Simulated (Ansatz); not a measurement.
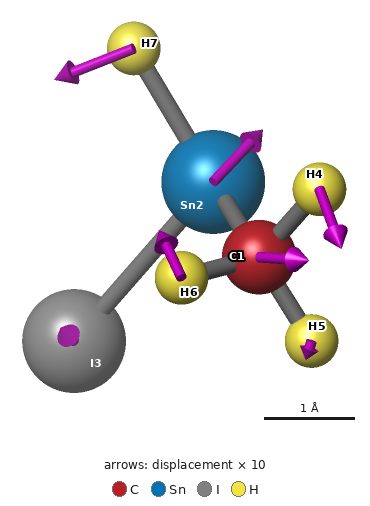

A relaxation of CH4ISn (multiplicity 2) (coarse preliminary run). The starting structure is drawn; purple arrows show the displacements, magnified 10 times. The two geometries are superimposed by the best rigid fit.

The picture is a ball-and-stick view, seen from a free direction.

The start comes from a force field.

These are results of Ansatz 0.2.0, UKS PBE-D4/def2-SVP, not measurements.

The input:
```yaml
crystal:
  periodic: [false, false, false]
  atoms:
    - {symbol: C, position_ang: [-0.720400, 0.624300, -0.106100]}
    - {symbol: Sn, position_ang: [1.165600, -0.167900, 0.258000]}
    - {symbol: I, position_ang: [0.854400, -2.496900, 1.634900]}
    - {symbol: H, position_ang: [-0.585800, 1.627200, -0.688400]}
    - {symbol: H, position_ang: [-1.275700, 0.863900, 0.829300]}
    - {symbol: H, position_ang: [-1.371100, -0.034100, -0.711600]}
    - {symbol: H, position_ang: [1.994200, -0.484400, -1.261800]}
basis:
  gaussian: {orbitals: def2-SVP}
magnetization: {spin_polarized: true, initial_magnetization: 1}
hamiltonian: {xc: pbe, dispersion: d4}
relax: {f_tol: 0.03, max_steps: 200}
```

### Describe the change and its energy.

Over 4 geometry steps the energy falls by 0.166 eV. The largest force component goes from 2.1 to 0.015 eV/Å. H7 moves most after the best rigid fit: 0.10 Å. Largest moves by element: H 0.10 Å, Sn 0.10 Å, C 0.08 Å, I 0.04 Å. Some distances before and after: C1–Sn2 2.078 → 2.201 Å, C1–H4 1.167 → 1.107 Å, Sn2–I3 2.723 → 2.753 Å, C1–H5 1.114 → 1.105 Å. Bond angles that change, for instance: Sn2–C1–H6 113.8° → 107.1°, I3–Sn2–H7 109.7° → 104.4°, H4–C1–H5 107.0° → 110.4°.
